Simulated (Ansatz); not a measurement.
System: C₂H₇BrSi₂ (SMILES [SiH3]C=C[SiH2]Br).

Input

```
crystal:
  periodic: [false, false, false]
  atoms:
    - { symbol: Si, position_ang: [-1.6336, 0.6437, -0.6404] }
    - { symbol: C, position_ang: [-0.747, -0.8715, -0.3765] }
    - { symbol: C, position_ang: [0.4342, -1.0716, 0.1606] }
    - { symbol: Si, position_ang: [1.7582, 0.1254, 0.8715] }
    - { symbol: Br, position_ang: [0.69954, 1.70036, 1.94109] }
    - { symbol: H, position_ang: [-0.8176, 1.7029, -1.3269] }
    - { symbol: H, position_ang: [-2.0942, 1.2365, 0.6592] }
    - { symbol: H, position_ang: [-2.8324, 0.4241, -1.4993] }
    - { symbol: H, position_ang: [-1.2928, -1.7157, -0.6914] }
    - { symbol: H, position_ang: [0.8369, -2.0926, 0.2584] }
    - { symbol: H, position_ang: [2.61579, -0.71554, 1.81788] }
    - { symbol: H, position_ang: [2.60036, 0.63639, -0.2134] }
basis:
  gaussian: { orbitals: def2-SVP }
hamiltonian:
  xc: pbe0
  dispersion: d4
relax:
  f_tol: 0.015
  max_steps: 40
output:
  orbitals: {}
```

Run with:

```sh
ansatz run input.yaml --threads 2 --pin off --max-ram 3072MiB --backend cpu --events-out ev --progress --plain --runs-dir out
```

The fields are those of the relaxed geometry.

Method: Ansatz 0.2.0, RKS PBE0-D4/def2-SVP.

**What can the converged electron density and electron localisation function tell about the bonding?**

C–C (1.35 Å): ρ at the midpoint is about 2.2 e/Å³; the ELF peaks at about 0.90 between the atoms, as expected for a covalent bond.
C–Si (1.87 Å): the density is about 0.97 e/Å³ at the midpoint; the ELF peaks at about 0.95 between the atoms, as expected for localised, covalent bonding.
C–H (1.10 Å): ρ is about 1.9 e/Å³ halfway; the ELF climbs to about 1 towards the hydrogen, as it does in any bond to H; a covalent bond by its length.
Si–H (1.49 Å): the density is about 0.78 e/Å³ at the midpoint; the ELF climbs to about 1 towards the hydrogen.

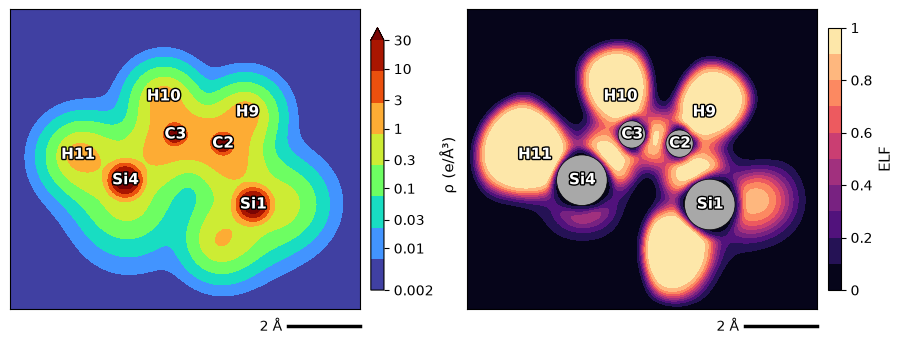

Computed electron density and electron localisation function on the plane of atoms C3, Si4 and H11, in this order. Grey discs cover the atomic cores in the ELF map. 
